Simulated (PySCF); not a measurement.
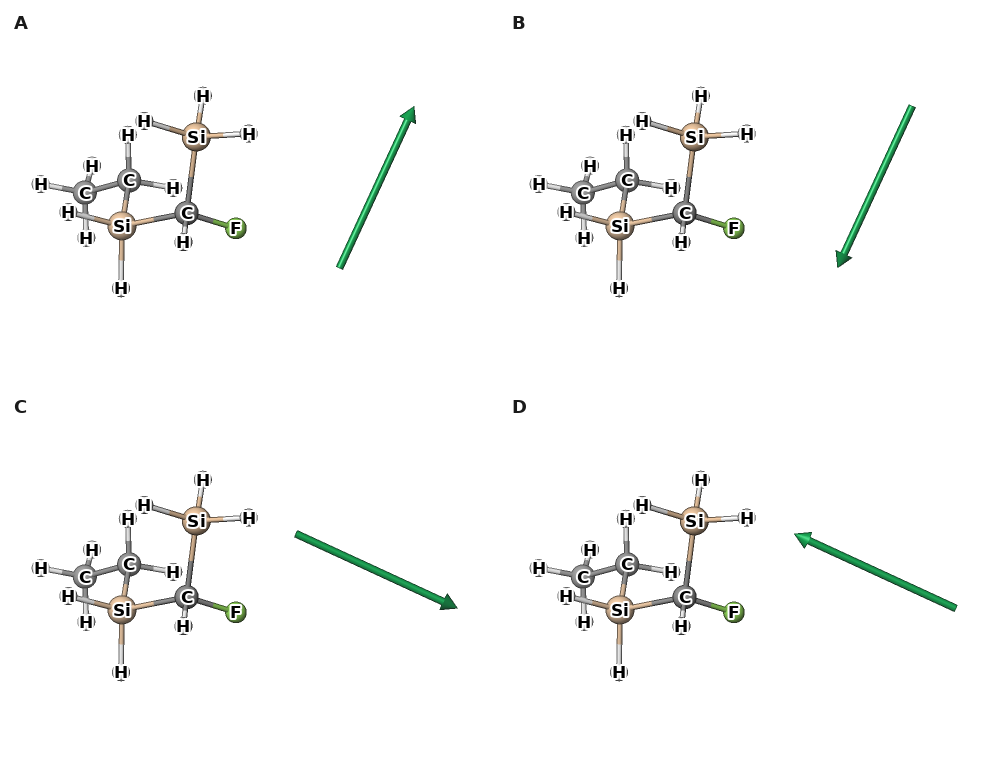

The same molecule four times, each with an arrow. Computed geometry: PBE0-D3(BJ)/def2-SVP optimisation. No frequency run is at hand to confirm it as a minimum. Properties computed with PBE0/cc-pVDZ, gas phase (PySCF 2.14.0).

> Which arrow points along the dipole moment, from the negative to the positive end?

D. The dipole moment is 1.07 D.
